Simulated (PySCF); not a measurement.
# F$_{4}$H$_{6}$P$_{2}$Ti (trans-Ti(PH3)2F4): what the fields show

```yaml
atoms:
  - { symbol: Ti, position_ang: [-0.0009, -0.0532, 0.0028] }
  - { symbol: P, position_ang: [0.0027, -0.0793, 2.7569] }
  - { symbol: H, position_ang: [0.4905, 1.1453, 3.2822] }
  - { symbol: H, position_ang: [0.9499, -0.9404, 3.3649] }
  - { symbol: H, position_ang: [-1.0822, -0.2670, 3.6527] }
  - { symbol: P, position_ang: [-0.1339, -0.0296, -2.7518] }
  - { symbol: H, position_ang: [1.0722, 0.4340, -3.3386] }
  - { symbol: H, position_ang: [-1.0025, 0.9425, -3.3079] }
  - { symbol: H, position_ang: [-0.3950, -1.1016, -3.6448] }
  - { symbol: F, position_ang: [1.6810, 0.0209, 0.6092] }
  - { symbol: F, position_ang: [-1.7302, 0.0248, 0.3580] }
  - { symbol: F, position_ang: [0.1017, 1.6299, -0.5927] }
  - { symbol: F, position_ang: [0.0774, -1.7786, -0.3688] }
```

Geometry: PBE0-D3(BJ)/def2-SVP.

Level of theory: PySCF 2.14.0, CAM-B3LYP/def2-SVPD, SCF density, gas phase.

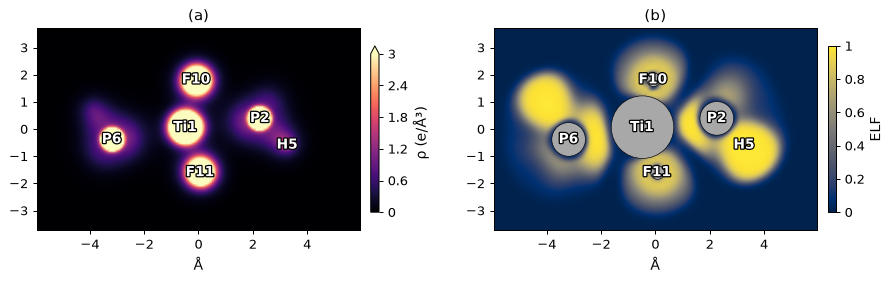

Figure 1. (a) total electron density; (b) electron localisation function on the plane of atoms P2, Ti1 and F10. Grey discs cover the atomic cores in the ELF map.

Question: Read the bonding off the picture.

Answer:
- Atoms in the plane: Ti, P, H and F.
- Ti–F (1.79 Å): the density is about 0.97 e/Å³ at the midpoint; the ELF peaks at about 0.85 in the valence shell of F, 0.5 Å from its nucleus, and drops to about 0.20 between the two atoms.
- Ti–P (2.75 Å): the density is about 0.27 e/Å³ at the midpoint; the ELF peaks at about 1 in the valence shell of P, 1.0 Å from its nucleus, and is about 0.70 at the midpoint.
- P–H (1.42 Å): the density is about 1.1 e/Å³ at the midpoint; the ELF climbs to about 1 towards the hydrogen, as it does in any bond to H.

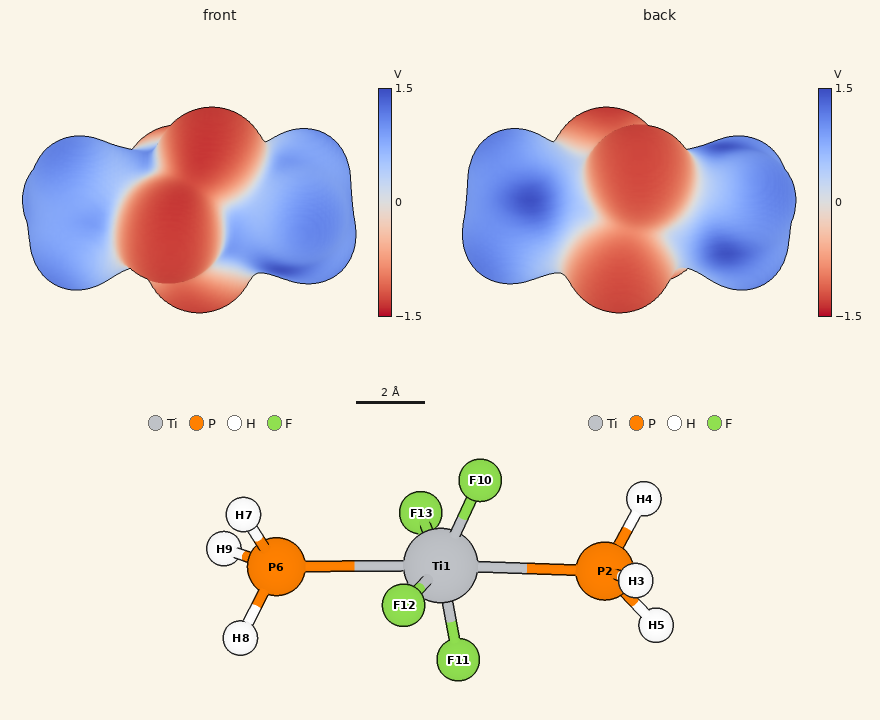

Figure 2. The molecular electrostatic potential painted on the density surface at 0.002 e/bohr³, seen from the front and from behind; the colour scale runs from red (negative) to blue (positive). The bare structure is drawn below in the same view.

Question: Describe the electrostatic potential map.

Answer: The most negative region (about −1.3 V) lies over F10 and F12, the most positive (about +1.4 V) over P2 and P6.
